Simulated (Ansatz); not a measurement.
# CH4SSi: the cost of one run

Method: RKS PBE-D4/def2-SVPD, in Ansatz 0.2.0.

### Step 1. The structure to begin with

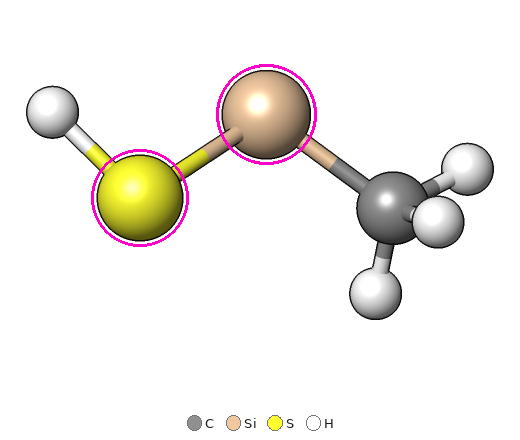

The starting structure, seen from a chosen angle (carbon grey, silicon light orange, sulfur yellow, hydrogen white). Ringed: Si2, S3.

Coordinates:

```xyz
7

C    -0.8601    0.6070   -0.2413
Si    0.3020   -0.0554    0.9407
S     1.6235   -1.3422   -0.1299
H    -1.4161   -0.1241   -0.7473
H    -0.4079    1.2264   -1.0524
H    -1.6156    1.3333    0.2508
H     2.4354   -1.7130    0.9336
```

### Step 2. End point A

input.yaml reads:

```yaml
crystal:
  periodic: [false, false, false]
  atoms:
    - { symbol: C, position_ang: [-0.8601, 0.607, -0.2413] }
    - { symbol: Si, position_ang: [0.302, -0.0554, 0.9407] }
    - { symbol: S, position_ang: [1.6235, -1.3422, -0.1299] }
    - { symbol: H, position_ang: [-1.4161, -0.1241, -0.7473] }
    - { symbol: H, position_ang: [-0.4079, 1.2264, -1.0524] }
    - { symbol: H, position_ang: [-1.6156, 1.3333, 0.2508] }
    - { symbol: H, position_ang: [2.4354, -1.713, 0.9336] }
basis:
  gaussian: { orbitals: def2-SVPD }
hamiltonian:
  xc: pbe
  dispersion: d4
relax:
  f_tol: 0.015
  max_steps: 40
```

Run with:

```sh
$ ansatz run input.yaml --threads 2 --pin off --max-ram 3072MiB --backend cpu --events-out ev --progress --plain --runs-dir out
```

**Question.** How long does this run take on 2 threads of AMD EPYC 7R43 (Zen 3), shared host, and how much memory does it need?

About 25 s, with a peak of 0.15 GiB.
